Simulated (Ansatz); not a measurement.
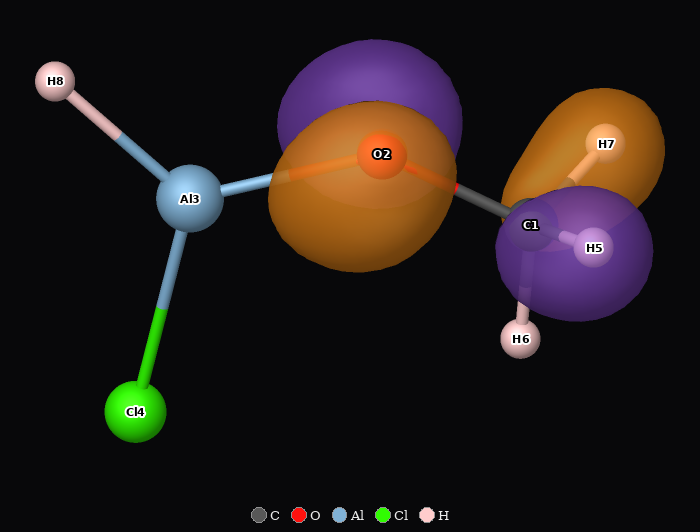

Figure 1: CH4AlClO (SMILES C[O][AlH][Cl]). The HOMO at ±0.2 Å⁻³ᐟ² (orange and purple are the two phases), seen at a tilt.

Geometry: PBE0-D4/def2-TZVP.

The calculation used RKS PBE0-D4/def2-TZVPP (Ansatz).

```yaml
atoms:
  - { symbol: C, position_ang: [0.1322, 1.2506, 0.2630] }
  - { symbol: O, position_ang: [0.6453, 0.0520, -0.2460] }
  - { symbol: Al, position_ang: [0.1034, -1.5197, -0.4266] }
  - { symbol: Cl, position_ang: [-1.8290, -2.0078, 0.2244] }
  - { symbol: H, position_ang: [0.1184, 2.0124, -0.5225] }
  - { symbol: H, position_ang: [-0.8865, 1.1362, 0.6500] }
  - { symbol: H, position_ang: [0.7702, 1.6126, 1.0750] }
  - { symbol: H, position_ang: [1.0380, -2.5933, -1.0729] }
```

What is the character of this orbital?

Answer. It lies mainly on O2 (about 55 %), C1 (about 15 %), H5 (about 10 %) and H7 (about 10 %). Its energy is −8.47 eV.
